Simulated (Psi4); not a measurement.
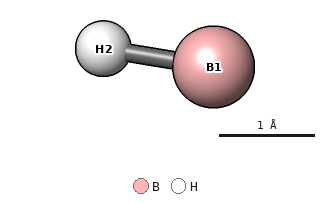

**Figure 1.** The input geometry (ball-and-stick view, seen at a tilt; atoms are numbered from 1 in the order of the input). Bond lengths as drawn: B–H 1.25 Å.

## Run report: BH, frequency calculation (part 1 of 4)

BH (borane(1)), SMILES [BH], computed with CAM-B3LYP/cc-pVDZ, RKS (Psi4 1.11).

The geometry was optimised with CAM-B3LYP/cc-pVDZ.

**Input (job.dat)**
```
memory 1600 MB

molecule geom {
  0 1
  B      0.000000     0.000000    -0.001638
  H      0.000000     0.000000     1.250291
  symmetry c1
}

set {
  basis cc-pVDZ
  puream true
  scf_type pk
  dft_radial_points 150
  dft_spherical_points 974
  rotational_symmetry_number 1
}

e, wfn = freq("cam-b3lyp", return_wfn=True)
print_variables()
```

Run on 1 thread of AMD EPYC (Zen 3), 24 GiB of memory available, shared host.

Command:
```bash
psi4 job.dat job.out -n 1
```

**What the program printed**
```
Psi4 1.11 release

         ----------------------------------------------------------
                                   FINDIF
         ----------------------------------------------------------

  Using finite-differences of gradients to determine vibrational frequencies and
  normal modes. Resulting frequencies are only valid at stationary points.
    Generating geometries for use with 3-point formula.
    Displacement size will be 5.00e-03.
    Number of atoms is 2.
    Number of irreps is 1.
    Number of SALCs is 3.
    Translations projected? 1. Rotations projected? 0.
    Index of SALCs per irrep:
      1 :  0  1  2
    Number of SALCs per irrep:
      Irrep 1: 3
    Number of geometries (including reference) is 7.
    Number of displacements per irrep:
      Irrep 1: 6
 7 displacements needed ...

  //>>>>>>>>>>>>>>>>>>>>>>>>>>>>>>>>>>>//
  //    FiniteDifference Computations  //
  //<<<<<<<<<<<<<<<<<<<<<<<<<<<<<<<<<<<//

    -----------------------------------------------------------------------
                               Psi4 1.11 release

    h
    h
    h

    -----------------------------------------------------------------------

    Memory:     1.5 GiB
    Threads:    1
                ecpint, einsums, f̶o̶r̶t̶e̶, gauxc, gcp, g̶d̶m̶a̶, geometric, g̶p̶u̶_̶d̶f̶c̶c̶,
                i̶n̶t̶e̶g̶r̶a̶t̶o̶r̶x̶x̶, i̶p̶i̶, libefp, m̶d̶i̶, m̶p̶2̶d̶, m̶r̶c̶c̶, ooo,
                o̶p̶e̶n̶f̶e̶r̶m̶i̶o̶n̶p̶s̶i̶4̶, pcmsolver, p̶s̶i̶4̶f̶o̶c̶k̶c̶i̶, p̶s̶i̶x̶a̶s̶,
                p̶y̶e̶i̶n̶s̶u̶m̶s̶, r̶e̶s̶p̶, s̶i̶m̶i̶n̶t̶, s̶n̶s̶m̶p̶2̶,
                v̶2̶r̶d̶m̶_̶c̶a̶s̶s̶c̶f̶

gradient() will perform analytic gradient computation.

   => Loading Basis Set <=

    Name: CC-PVDZ
    Role: ORBITAL
    Keyword: BASIS

         ---------------------------------------------------------
                                   SCF
                              RKS Reference
                        1 Threads,   1525 MiB Core
         ---------------------------------------------------------

  ==> Geometry <==

    Molecular point group: c1
    Full point group: C_inf_v

    Geometry (in Bohr), charge = 0, multiplicity = 1:

       Center              X                  Y                   Z               Mass
    ------------   -----------------  -----------------  -----------------  -----------------
         B            0.000000000000     0.000000000000    -0.198409715543    11.009305360000
         H            0.000000000000     0.000000000000     2.167393222976     1.007825032230

  Running in c1 symmetry.

  Rotational constants: A = ************  B =     11.64911  C =     11.64911 [cm^-1]
  Rotational constants: A = ************  B = 349231.58477  C = 349231.58477 [MHz]
  Nuclear repulsion =    2.113447370697539

  Charge       = 0
  Multiplicity = 1
  Electrons    = 6
  Nalpha       = 3
  Nbeta        = 3

  ==> Algorithm <==

  SCF Algorithm Type is PK.
  DIIS enabled.
  MOM disabled.
  Fractional occupation disabled.
  Guess Type is SAD.
  Energy threshold   = 1.00e-08
  Density threshold  = 1.00e-08
  Integral threshold = 1.00e-12

  ==> Primary Basis <==

  Basis Set: CC-PVDZ
    Blend: CC-PVDZ
    Number of shells: 9
    Number of basis functions: 19
    Number of Cartesian functions: 20
    Spherical Harmonics?: true
    Max angular momentum: 2

  ==> DFT Potential <==

   => LibXC <=

    Version 7.1.2

   => Composite Functional: CAM-B3LYP <=

    CAM-B3LYP Hyb-GGA Exchange-Correlation Functional

    Deriv               =              1
    GGA                 =           TRUE
    Meta                =          FALSE

    Exchange Hybrid     =           TRUE
    MP2 Hybrid          =          FALSE

   => Exchange Functionals <=

    0.3500         Becke 88 [omega = 0.3300]
    0.4600   Short-range recipe for B88 functional - erf [omega = 0.3300]

   => Exact (HF) Exchange <=

    0.4600            HF,LR [omega = 0.3300]
    0.1900               HF

   => Correlation Functionals <=

    0.1900   Vosko, Wilk & Nusair (VWN5)
    0.8100   Lee, Yang & Parr

   => LibXC Density Thresholds  <==

    XC_HYB_GGA_XC_CAM_B3LYP:  1.00E-14

   => Molecular Quadrature <=

    Radial Scheme          =       TREUTLER
    Pruning Scheme         =           NONE
    Nuclear Scheme         =       TREUTLER

    Blocking Scheme        =         OCTREE
    BS radius alpha        =              1
    Pruning alpha          =              1
    Radial Points          =            150
    Spherical Points       =            974
    Total Points           =         279388
    Total Blocks           =           2065
    Max Points             =            256
    Max Functions          =             19
    Weights Tolerance      =       1.00E-15

  ==> Integral Setup <==

  Using in-core PK algorithm.
   Calculation information:
      Number of atoms:                   2
      Number of AO shells:               9
      Number of primitives:             27
      Number of atomic orbitals:        20
      Number of basis functions:        19

      Integral cutoff                 1.00e-12
      Number of threads:                 1

  Performing in-core PK
  Using 54435 doubles for integral storage.
  We computed 1035 shell quartets total.
  Whereas there are 1035 unique shell quartets.

  Computing range-separated integrals for PK
  We computed 1035 wK shell quartets total.
  Whereas there are 1035 wK unique shell quartets.

  ==> DiskJK: Disk-Based J/K Matrices <==

    J tasked:                  Yes
    K tasked:                  Yes
    wK tasked:                 Yes
    Omega:               3.300E-01
    Memory [MiB]:              987
    Schwarz Cutoff:          1E-12

  Cached 100.0% of DFT collocation blocks in 0.153 [GiB].

  Minimum eigenvalue in the overlap matrix is 2.8045485675E-02.
  Reciprocal condition number of the overlap matrix is 9.0703768441E-03.
    Using symmetric orthogonalization.

  ==> Pre-Iterations <==

  SCF Guess: Superposition of Atomic Densities via on-the-fly atomic UHF (no occupation information).

   -------------------------
    Irrep   Nso     Nmo
   -------------------------
     A         19      19
   -------------------------
    Total      19      19
   -------------------------

  ==> Iterations <==

                        Total Energy        Delta E     RMS |[F,P]|

   @RKS iter SAD:   -24.74773344322493   -2.47477e+01   0.00000e+00
   @RKS iter   1:   -25.26062758096824   -5.12894e-01   3.34470e-03 ADIIS/DIIS
   @RKS iter   2:   -25.26455000503903   -3.92242e-03   6.24563e-04 ADIIS/DIIS
   @RKS iter   3:   -25.26465685091340   -1.06846e-04   9.71025e-05 DIIS
   @RKS iter   4:   -25.26466043484753   -3.58393e-06   1.30777e-05 DIIS
   @RKS iter   5:   -25.26466049656401   -6.17165e-08   9.09840e-07 DIIS
   @RKS iter   6:   -25.26466049703793   -4.73914e-10   1.29280e-07 DIIS
   @RKS iter   7:   -25.26466049704746   -9.53193e-12   1.97882e-08 DIIS
   @RKS iter   8:   -25.26466049704771   -2.52243e-13   6.23530e-10 DIIS
  Energy and wave function converged.

  ==> Post-Iterations <==

   Electrons on quadrature grid:
      Ntotal   =    6.0000000000 ; deviation = 1.048e-11

    Orbital Energies [Eh]
    ---------------------

    Doubly Occupied:

       1A     -6.920370     2A     -0.549498     3A     -0.292642

    Virtual:

       4A     -0.036142     5A     -0.036142     6A      0.173018
       7A      0.306072     8A      0.354338     9A      0.354338
      10A      0.430339    11A      0.648619    12A      0.733036
      13A      0.733036    14A      0.770807    15A      0.770807
      16A      1.178173    17A      1.640865    18A      1.640865
      19A      2.169912

    Final Occupation by Irrep:
              A
    DOCC [     3 ]
    NA   [     3 ]
    NB   [     3 ]

  @RKS Final Energy:   -25.26466049704771

   => Energetics <=

    Nuclear Repulsion Energy =              2.1134473706975392
    One-Electron Energy =                 -37.1664880721362323
    Two-Electron Energy =                  12.8193824229406061
    DFT Exchange-Correlation Energy =      -3.0310022185496281
    Empirical Dispersion Energy =           0.0000000000000000
    VV10 Nonlocal Energy =                  0.0000000000000000
    Total Energy =                        -25.2646604970477107

Computation Completed

Properties will be evaluated at   0.000000,   0.000000,   0.000000 [a0]

Properties computed using the SCF density matrix

 Multipole Moments:

 ------------------------------------------------------------------------------------
     Multipole            Electronic (a.u.)      Nuclear  (a.u.)        Total (a.u.)
 ------------------------------------------------------------------------------------

 L = 1.  Multiply by 2.5417464519 to convert [e a0] to [Debye]
 Dipole X            :         -0.0000000            0.0000000           -0.0000000
 Dipole Y            :          0.0000000            0.0000000            0.0000000
 Dipole Z            :         -0.5801195            1.1753446            0.5952251
 Magnitude           :                                                    0.5952251

 ------------------------------------------------------------------------------------

	total time  =          4 seconds =       0.07 minutes

         ------------------------------------------------------------
                                   SCF GRAD
         ------------------------------------------------------------

  ==> Geometry <==

    Molecular point group: c1
    Full point group: C_inf_v

    Geometry (in Bohr), charge = 0, multiplicity = 1:

       Center              X                  Y                   Z               Mass
    ------------   -----------------  -----------------  -----------------  -----------------
         B            0.000000000000     0.000000000000    -0.198409715543    11.009305360000
         H            0.000000000000     0.000000000000     2.167393222976     1.007825032230

  Nuclear repulsion =    2.113447370697539

  ==> Basis Set <==

  Basis Set: CC-PVDZ
    Blend: CC-PVDZ
    Number of shells: 9
    Number of basis functions: 19
    Number of Cartesian functions: 20
    Spherical Harmonics?: true
    Max angular momentum: 2

  ==> DirectJKGrad: Integral-Direct SCF Gradients <==

    Gradient:                    1
    J tasked:                  Yes
    K tasked:                  Yes
    wK tasked:                 Yes
    Omega:               3.300E-01
    Integrals threads:           1
    Schwarz Cutoff:          1E-12

   => Molecular Quadrature <=

    Radial Scheme          =       TREUTLER
    Pruning Scheme         =           NONE
    Nuclear Scheme         =       TREUTLER

    Blocking Scheme        =         OCTREE
    BS radius alpha        =              1
    Pruning alpha          =              1
    Radial Points          =            150
    Spherical Points       =            974
    Total Points           =         279388
    Total Blocks           =           2065
    Max Points             =            256
    Max Functions          =             19
    Weights Tolerance      =       1.00E-15

  -Total Gradient:
     Atom            X                  Y                   Z
    ------   -----------------  -----------------  -----------------
       1       -0.000000000000    -0.000000000000     0.000001310029
       2        0.000000000000    -0.000000000000    -0.000001306505

	total time  =          0 seconds =       0.00 minutes

    Psi4 run time: 0:00:04.74

    -----------------------------------------------------------------------
                               Psi4 1.11 release

    h
    h
    h

    -----------------------------------------------------------------------

    Memory:     1.5 GiB
    Threads:    1
                ecpint, einsums, f̶o̶r̶t̶e̶, gauxc, gcp, g̶d̶m̶a̶, geometric, g̶p̶u̶_̶d̶f̶c̶c̶,
                i̶n̶t̶e̶g̶r̶a̶t̶o̶r̶x̶x̶, i̶p̶i̶, libefp, m̶d̶i̶, m̶p̶2̶d̶, m̶r̶c̶c̶, ooo,
                o̶p̶e̶n̶f̶e̶r̶m̶i̶o̶n̶p̶s̶i̶4̶, pcmsolver, p̶s̶i̶4̶f̶o̶c̶k̶c̶i̶, p̶s̶i̶x̶a̶s̶,
                p̶y̶e̶i̶n̶s̶u̶m̶s̶, r̶e̶s̶p̶, s̶i̶m̶i̶n̶t̶, s̶n̶s̶m̶p̶2̶,
                v̶2̶r̶d̶m̶_̶c̶a̶s̶s̶c̶f̶

gradient() will perform analytic gradient computation.

  ==> Geometry <==

    Molecular point group: c1
    Full point group: C_inf_v

    Geometry (in Bohr), charge = 0, multiplicity = 1:

       Center              X                  Y                   Z               Mass
    ------------   -----------------  -----------------  -----------------  -----------------
         B           -0.000436397475     0.000000000000    -0.198409715543    11.009305360000
         H            0.004767130116     0.000000000000     2.167393222976     1.007825032230

  Running in c1 symmetry.

  Rotational constants: A = ************  B =     11.64906  C =     11.64906 [cm^-1]
  Rotational constants: A = ************  B = 349229.89530  C = 349229.89530 [MHz]
  Nuclear repulsion =    2.113442258607957

  Charge       = 0
  Multiplicity = 1
  Electrons    = 6
  Nalpha       = 3
  Nbeta        = 3

   => Molecular Quadrature <=

    Radial Scheme          =       TREUTLER
    Pruning Scheme         =           NONE
    Nuclear Scheme         =       TREUTLER

    Blocking Scheme        =         OCTREE
    BS radius alpha        =              1
    Pruning alpha          =              1
    Radial Points          =            150
    Spherical Points       =            974
    Total Points           =         279388
    Total Blocks           =           2075
    Max Points             =            256
    Max Functions          =             19
    Weights Tolerance      =       1.00E-15

  ==> DiskJK: Disk-Based J/K Matrices <==

    J tasked:                  Yes
    K tasked:                  Yes
    wK tasked:                 Yes
    Omega:               3.300E-01
    Memory [MiB]:              987
    Schwarz Cutoff:          1E-12

  Cached 100.0% of DFT collocation blocks in 0.153 [GiB].

  Minimum eigenvalue in the overlap matrix is 2.8045681202E-02.
  Reciprocal condition number of the overlap matrix is 9.0704452625E-03.
    Using symmetric orthogonalization.

  ==> Iterations <==

                        Total Energy        Delta E     RMS |[F,P]|

   @RKS iter SAD:   -24.74773302793285   -2.47477e+01   0.00000e+00
   @RKS iter   1:   -25.26062760536604   -5.12895e-01   3.34469e-03 ADIIS/DIIS
   @RKS iter   2:   -25.26455000601604   -3.92240e-03   6.24560e-04 ADIIS/DIIS
   @RKS iter   3:   -25.26465685090118   -1.06845e-04   9.71027e-05 DIIS
   @RKS iter   4:   -25.26466043485155   -3.58395e-06   1.30777e-05 DIIS
   @RKS iter   5:   -25.26466049656831   -6.17168e-08   9.09843e-07 DIIS
   @RKS iter   6:   -25.26466049704223   -4.73921e-10   1.29280e-07 DIIS
   @RKS iter   7:   -25.26466049705181   -9.57812e-12   1.97883e-08 DIIS
   @RKS iter   8:   -25.26466049705207   -2.59348e-13   6.23528e-10 DIIS
  Energy and wave function converged.

  ==> Post-Iterations <==

   Electrons on quadrature grid:
      Ntotal   =    6.0000000000 ; deviation = 1.048e-11

    Final Occupation by Irrep:
              A
    DOCC [     3 ]
    NA   [     3 ]
    NB   [     3 ]

  @RKS Final Energy:   -25.26466049705207

   => Energetics <=

    Nuclear Repulsion Energy =              2.1134422586079569
    One-Electron Energy =                 -37.1664785115018077
    Two-Electron Energy =                  12.8193773717436681
    DFT Exchange-Correlation Energy =      -3.0310016159018871
    Empirical Dispersion Energy =           0.0000000000000000
    VV10 Nonlocal Energy =                  0.0000000000000000
    Total Energy =                        -25.2646604970520698

Computation Completed

Properties will be evaluated at   0.000000,   0.000000,   0.000000 [a0]

Properties computed using the SCF density matrix

 Multipole Moments:

 ------------------------------------------------------------------------------------
     Multipole            Electronic (a.u.)      Nuclear  (a.u.)        Total (a.u.)
 ------------------------------------------------------------------------------------

 L = 1.  Multiply by 2.5417464519 to convert [e a0] to [Debye]
 Dipole X            :         -0.0012760            0.0025851            0.0013092
 Dipole Y            :         -0.0000000            0.0000000           -0.0000000
 Dipole Z            :         -0.5801244            1.1753446            0.5952202
 Magnitude           :                                                    0.5952217

 ------------------------------------------------------------------------------------

	total time  =          4 seconds =       0.07 minutes

         ------------------------------------------------------------
                                   SCF GRAD
         ------------------------------------------------------------

  ==> Geometry <==

    Molecular point group: c1
    Full point group: C_inf_v

    Geometry (in Bohr), charge = 0, multiplicity = 1:

       Center              X                  Y                   Z               Mass
    ------------   -----------------  -----------------  -----------------  -----------------
         B           -0.000436397475     0.000000000000    -0.198409715543    11.009305360000
         H            0.004767130116     0.000000000000     2.167393222976     1.007825032230

  Nuclear repulsion =    2.113442258607957

   => Molecular Quadrature <=

    Radial Scheme          =       TREUTLER
    Pruning Scheme         =           NONE
    Nuclear Scheme         =       TREUTLER
```
